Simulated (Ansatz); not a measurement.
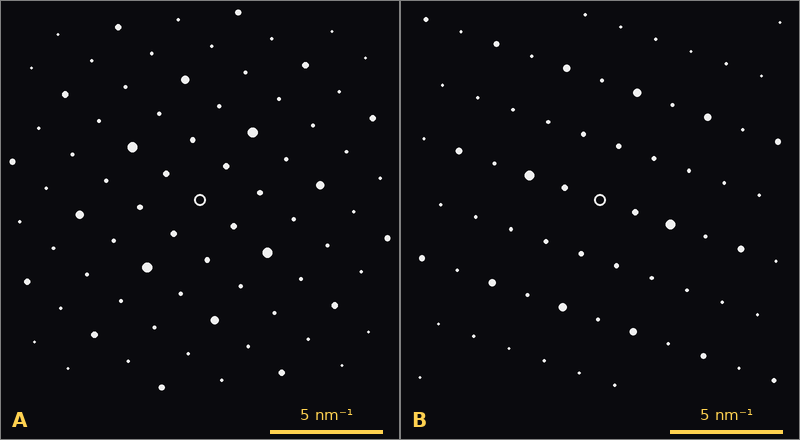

Kinematic electron diffraction patterns (120 kV, B = 0.5 Å², same scale, each along a low-index zone) of two structures of composition Ca3F, each relaxed at zero pressure with DFT PBE, scalar-relativistic, plane waves, PAW in Ansatz.

The structures (standard cells):
1. P4/mmm (No. 123), a = 5.962 Å, c = 3.918 Å, 4 atoms; generated start, possibly hypothetical
2. Pm-3m (No. 221), a = 5.194 Å, 4 atoms; generated start, possibly hypothetical

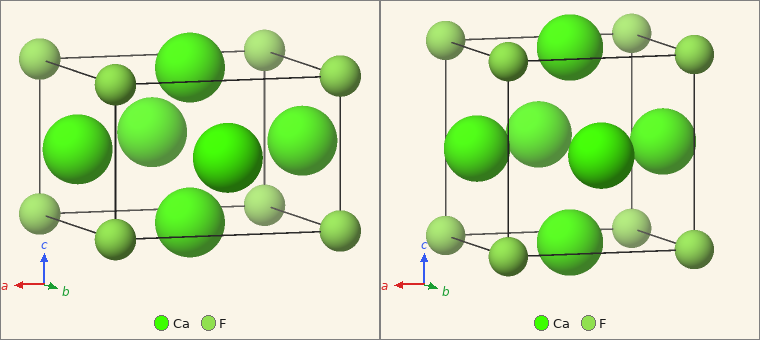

Drawings of the structures 1 to 2, from left to right (each may span several cells).

Question: Which pattern belongs to which structure, and along which zone?

Answer: A is structure 2 along [001] or an equivalent direction: square net of 1 0 0 at d = 5.19 Å and 0 1 0 at d = 5.19 Å, 90.0° apart. B is structure 1 along [100] or an equivalent direction: rectangular net of 0 1 0 at d = 5.96 Å and 0 0 1 at d = 3.92 Å, 90.0° apart.

Question: Which structure lies lowest at this level of theory, and by how much?

Answer: Structure 1 (P4/mmm, 34.82 Å³ an atom) is the lowest of these; structure 2 (Pm-3m, 35.04 Å³ an atom) lies about 91 meV an atom higher. These are static energies at 0 K; other structures, not shown, may lie lower still.
